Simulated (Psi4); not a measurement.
# TPSSh/def2-SVPD run of P4 (SMILES P12P3P1P23)

Aim: the vertical singlet–triplet gap of P4 at TPSSh/def2-SVPD, from 2 runs. 

Program for the calculation: Psi4 1.11.

1 further run of the same task is left out (it didn't finish).

## (1) The molecule

The species is P4 (4 atoms), meant as a singlet with charge 0. SMILES: `P12P3P1P23`. The shape is that of a PBE0-D4/def2-TZVP optimisation.

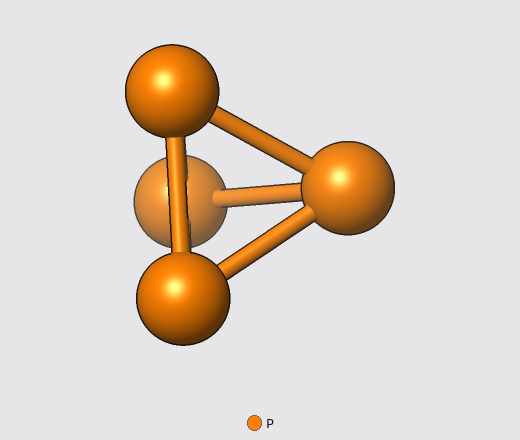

Viewed from a chosen angle; phosphorus orange.

## (2) Energy and gradient at TPSSh/def2-SVPD

Contents of job.py:

```python
import psi4

psi4.set_memory(1600000000)
psi4.set_num_threads(1)
psi4.set_output_file('p4.out', False)

mol = psi4.geometry("""
P     -1.36967350    -0.18897261     2.11535942
P      2.44700636     0.20749193     0.59658654
P     -0.34959933    -2.06301401    -1.41691665
P     -0.72773353     2.04449469    -1.29484034
units bohr
symmetry c1
no_reorient
no_com
""")

psi4.set_options({
    'basis': 'def2-SVPD',
    'puream': True,
    'e_convergence': 1e-09,
    'd_convergence': 1e-08,
    'scf_type': 'pk',
    'dft_radial_points': 99,
    'dft_spherical_points': 590,
})

E, wfn = psi4.gradient('tpssh', molecule=mol, return_wfn=True)
psi4.oeprop(wfn, 'LOWDIN_CHARGES', 'WIBERG_LOWDIN_INDICES', 'DIPOLE', title='TPSSH')
print('gradient / Eh bohr^-1')
print(E.np.round(6))
print(f'energy = {wfn.energy():.10f} Eh')
```

Run with:

```
python job.py
```

p4.out:

```text
[...]
  Running in c1 symmetry.
[...]
  Nuclear repulsion =  327.132424419381721
[...]
  Multiplicity = 1
[...]
  Nalpha       = 30
  Nbeta        = 30
[...]
    Number of basis functions: 96
[...]
   @RKS iter   1: -1365.04993241581974    2.02087e-01   3.38256e-03 DIIS/ADIIS
[...]
   @RKS iter   8: -1365.11604041904980   -7.23048e-11   3.74605e-09 DIIS
[...]
    Orbital Energies [Eh]
    ---------------------
    Doubly Occupied:
       1A    -76.945968     2A    -76.945939     3A    -76.945936
       4A    -76.945934     5A     -6.513452     6A     -6.513359
       7A     -6.513356     8A     -6.513355     9A     -4.667776
      10A     -4.667269    11A     -4.667266    12A     -4.667264
      13A     -4.665690    14A     -4.665690    15A     -4.665653
      16A     -4.665653    17A     -4.665652    18A     -4.665523
      19A     -4.665522    20A     -4.665521    21A     -0.801465
      22A     -0.528599    23A     -0.528589    24A     -0.528585
      25A     -0.344940    26A     -0.292130    27A     -0.292121
      28A     -0.292116    29A     -0.263709    30A     -0.263706
[...]
  @RKS Final Energy: -1365.11604041904980
   => Energetics <=
    Nuclear Repulsion Energy =            327.1324244193817208
    One-Electron Energy =               -2539.3525334827700135
    Two-Electron Energy =                 931.1275369842234113
    DFT Exchange-Correlation Energy =     -84.0234683398847011
    Empirical Dispersion Energy =           0.0000000000000000
    VV10 Nonlocal Energy =                  0.0000000000000000
    Total Energy =                      -1365.1160404190497957
[...]
  -Total Gradient:
     Atom            X                  Y                   Z
    ------   -----------------  -----------------  -----------------
       1        0.009336014148     0.001289508767    -0.014444830159
       2       -0.016667927097    -0.001423491937    -0.004066995923
       3        0.002382992844     0.014091037523     0.009675628168
       4        0.004951608686    -0.013959366993     0.008835429388
[...]
 Multipole Moments:
 ------------------------------------------------------------------------------------
     Multipole            Electronic (a.u.)      Nuclear  (a.u.)        Total (a.u.)
 ------------------------------------------------------------------------------------
 L = 1.  Multiply by 2.5417464519 to convert [e a0] to [Debye]
 Dipole X            :         -0.0000043            0.0000000           -0.0000043
 Dipole Y            :         -0.0000055            0.0000000           -0.0000055
 Dipole Z            :         -0.0028432            0.0028345           -0.0000086
 Magnitude           :                                                    0.0000111
[...]
```

Standard output:

```text
gradient / Eh bohr^-1
[[ 0.009336  0.00129  -0.014445]
 [-0.016668 -0.001423 -0.004067]
 [ 0.002383  0.014091  0.009676]
 [ 0.004952 -0.013959  0.008835]]
energy = -1365.1160404190 Eh
```

It took 38 s on 1 thread of Intel Xeon Platinum 8259CL at 2.50GHz (Skylake/Cascade Lake), shared host; peak memory 0.8 GiB.

## (3) The triplet: a single-point energy at UTPSSh/def2-SVPD

Contents of job.dat:

```
memory 1.6 GB

molecule system {
  0 3
  P     -1.36967350    -0.18897261     2.11535942
  P      2.44700636     0.20749193     0.59658654
  P     -0.34959933    -2.06301401    -1.41691665
  P     -0.72773353     2.04449469    -1.29484034
  units bohr
  symmetry c1
  no_reorient
  no_com
}

set globals {
  basis def2-SVPD
  reference uks
  puream true
  e_convergence 1e-09
  d_convergence 1e-08
  scf_type pk
  dft_radial_points 99
  dft_spherical_points 590
  maxiter 100
}

E, wfn = energy("tpssh", return_wfn=True)
oeprop(wfn, "DIPOLE", "LOWDIN_CHARGES", "MULLIKEN_CHARGES", title="TPSSH")
```

Run with:

```
psi4 -n 1 job.dat job.out
```

job.out, cut to the lines that bear on the results:

```text
[...]
  Running in c1 symmetry.
[...]
  Nuclear repulsion =  327.132424419381721
[...]
  Multiplicity = 3
[...]
  Nalpha       = 31
  Nbeta        = 29
[...]
    Number of basis functions: 96
[...]
   @UKS iter   1: -1364.87723262903660    3.74787e-01   3.12212e-03 DIIS/ADIIS
[...]
   @UKS iter  29: -1364.94116362869363   -1.36424e-11   8.70521e-09 DIIS
[...]
   @S^2 Observed:                2.010094179E+00
[...]
  @UKS Final Energy: -1364.94116362869363
   => Energetics <=
    Nuclear Repulsion Energy =            327.1324244193817208
    One-Electron Energy =               -2538.7156307552495491
    Two-Electron Energy =                 930.6895314654303775
    DFT Exchange-Correlation Energy =     -84.0474887582557812
    Empirical Dispersion Energy =           0.0000000000000000
    VV10 Nonlocal Energy =                  0.0000000000000000
    Total Energy =                      -1364.9411636286936300
[...]
 Multipole Moments:
 ------------------------------------------------------------------------------------
     Multipole            Electronic (a.u.)      Nuclear  (a.u.)        Total (a.u.)
 ------------------------------------------------------------------------------------
 L = 1.  Multiply by 2.5417464519 to convert [e a0] to [Debye]
 Dipole X            :         -0.1315092            0.0000000           -0.1315092
 Dipole Y            :         -0.1722004            0.0000000           -0.1722004
 Dipole Z            :          0.0505266            0.0028345            0.0533612
 Magnitude           :                                                    0.2231481
[...]
  Mulliken Charges: (a.u.)
   Center  Symbol    Alpha    Beta     Spin     Total
       1     P     7.54485  7.44252  0.10233  0.01263
       2     P     7.95518  7.05744  0.89774 -0.01262
       3     P     7.54484  7.44255  0.10229  0.01261
       4     P     7.95513  7.05749  0.89764 -0.01263
   Total alpha = 31.00000, Total beta = 29.00000, Total charge = -0.00000
  Lowdin Charges: (a.u.)
   Center  Symbol    Alpha    Beta     Spin     Total
       1     P     7.56041  7.39133  0.16908  0.04826
       2     P     7.93961  7.10862  0.83098 -0.04823
[...]
```

Run time: 1.9 min. Hardware: 1 thread of Intel Xeon Platinum 8259CL at 2.50GHz (Skylake/Cascade Lake), shared host; peak memory 0.8 GiB.

## (4) Outcome

At TPSSh/def2-SVPD:

| quantity | value |
| --- | --- |
| singlet: total energy | -1365.11604 Eh |
| singlet: dipole moment | 0.00 D |
| singlet: HOMO energy | -7.18 eV |
| singlet: LUMO energy | -1.13 eV |
| singlet: HOMO–LUMO gap | 6.05 eV |
| singlet: largest force on an atom | 0.887 eV/Å |
| triplet: total energy | -1364.94116 Eh |
| triplet: dipole moment | 0.57 D |
| triplet: HOMO energy (highest over α and β) | -2.67 eV |
| triplet: ⟨S²⟩ | 2.010 |
| vertical energy of the triplet above the singlet | 4.759 eV |

In words: At this shape the triplet lies 4.76 eV (110 kcal/mol) above the singlet. The largest force (singlet) is 0.89 eV/Å: the shape isn't a stationary point for this species at this level.
